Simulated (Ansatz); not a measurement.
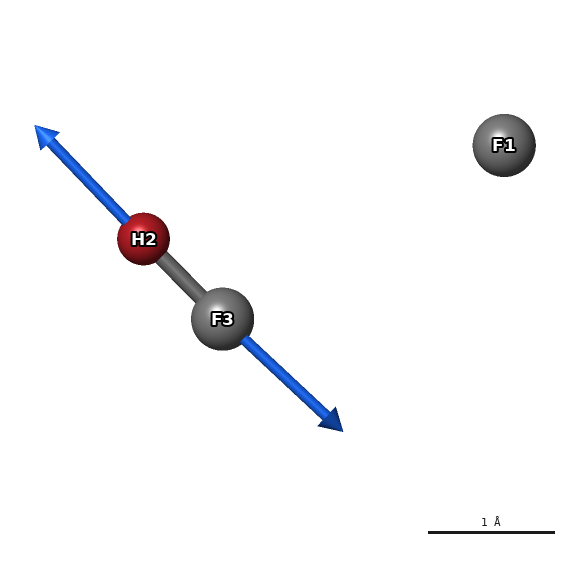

Arrows show the forces on the atoms, 3 Å of arrow for 1 eV/Å; forces under a tenth of the largest aren't drawn. State: neutral, doublet. Level of theory: UHF/def2-SVP (Ansatz).

> Along which bond is the force strongest?

H2–F3, now 0.896 Å: the forces push its atoms apart, so a first step downhill lengthens it.

List the force components in the frame of the picture (x right, y up, z towards the viewer), in eV/Å.

```
atom     Fx     Fy     Fz
  F1  −0.02  −0.01   0.01
  H2  −0.25   0.26   0.00
  F3   0.27  −0.25  −0.01
```
